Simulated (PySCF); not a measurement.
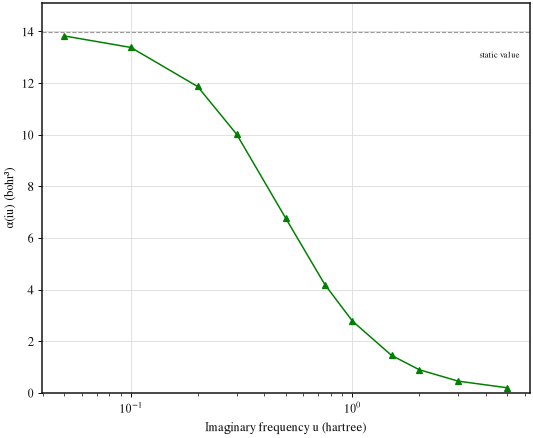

Dipole polarisability at imaginary frequency of an atom or ion with 14 electrons in the configuration [Ne] 3s² 3p². Coupled response at the wB97X level; PySCF, aug-cc-pVQZ-DK, spin-free X2C-1e, unrestricted single determinants, no spin-orbit coupling.

Which species is it, and what does the curve give?

P⁺ (phosphorus, Z = 15). The static dipole polarisability is 14.0 bohr³; α(iu) falls to half of it near u = 0.48 hartree. The Casimir–Polder integral gives C₆ = 71.4 hartree bohr⁶ for two such species.
